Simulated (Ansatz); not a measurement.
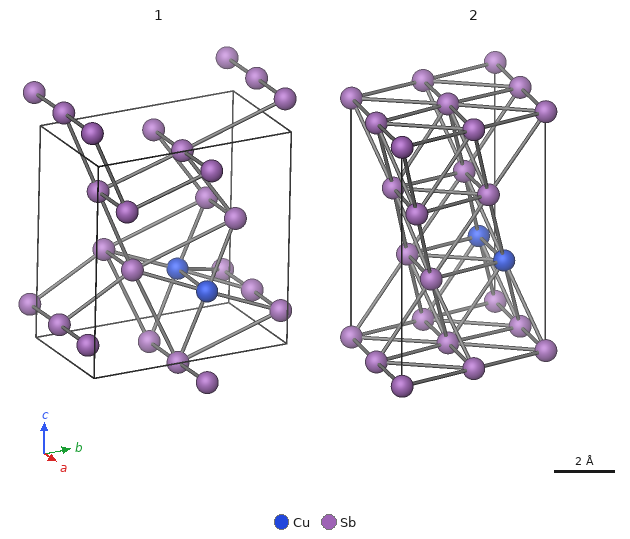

Two geometries of a crystal of CuSb5 (a generated structure, set up in P1) (coarse preliminary run), drawn at one scale. One is the start of a relaxation, the other its converged end. A ball-and-stick model of the cell of the calculation, seen slightly off an axis.

The calculation used DFT PBE, scalar-relativistic, plane waves, PAW in Ansatz. (plane-wave cutoff 420 eV; k-point mesh 2 × 2 × 2; occupations gaussian; smearing width 0.1 eV; mesh shifted by (0.5, 0.5, 0.5); no spin polarisation; cell and atoms relaxed; force threshold 0.04 eV/Å; at most 50 steps)

> Which geometry has the lower energy?

Structure 1 is the relaxed one. Case: elements placed on the fcc lattice at random. The atom that moves furthest relative to the cell is a Cu atom (1.60 Å along [1 −2 −1]). By element the largest moves are Cu 1.60 Å, Sb 1.28 Å. The drawn cell changes as follows: a 6.735 → 6.067 Å (−9.9 %), b 6.735 → 7.806 Å (+15.9 %), c 8.248 → 7.328 Å (−11.2 %), α 90.0° → 89.0°, β 90.0° → 88.4°, γ 120.0° → 105.7°; the volume changes by +3.0 %. Among the contacts that change: Cu–Sb 3.361 → 5.824 Å, Cu–Sb 3.387 → 5.654 Å, Sb–Sb 3.340 → 5.491 Å, Sb–Sb 3.387 → 5.482 Å. Bonds break, among them: Sb–Sb (3.34 → 5.39 Å). Bond angles that change, for instance: Cu–Sb–Sb 59.4° → 135.5°, Cu–Sb–Sb 60.8° → 134.6°, Sb–Sb–Sb 119.2° → 179.9°. The space group stays P1 (No. 1). The energy falls by 502 meV per atom in 28 accepted moves (32 points after the start). The largest force component goes from 0.55 to 0.018 eV/Å. The pressure goes from −2.60 to 0.02 GPa. The line search rejected the trial steps at points 18, 28 of the run. The SCF was repeated twice at an unchanged geometry on a basis and grid sized afresh for the cell, which shifted the energy by 6.5 meV per atom at most. The run took 6.3 min on 4 threads of Intel(R) Xeon(R) Processor @ 2.50GHz (Skylake/Cascade Lake) (shared host), peak memory 1 GiB.

Limits of the set-up: the k-point mesh is coarse for a cell with partly filled bands.
